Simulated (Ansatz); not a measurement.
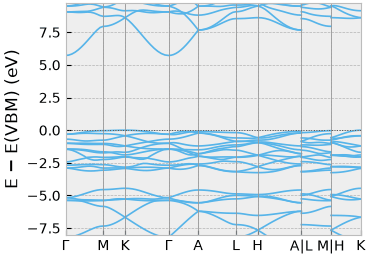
Band structure from the program Ansatz at the PBEsol level (PAW)

**Question.** Read off the gap and where the band edges lie.

**Answer.** About 5.7 eV (5.72 eV by a search for the band edges); maximum at K, minimum at Γ.

The material is SiO2 in space group P3_221 (No. 154; Si on 3a, O on 6c).

Symmetry was held in the PBEsol relaxation.

Potentials: the later of the program's two PAW sets.
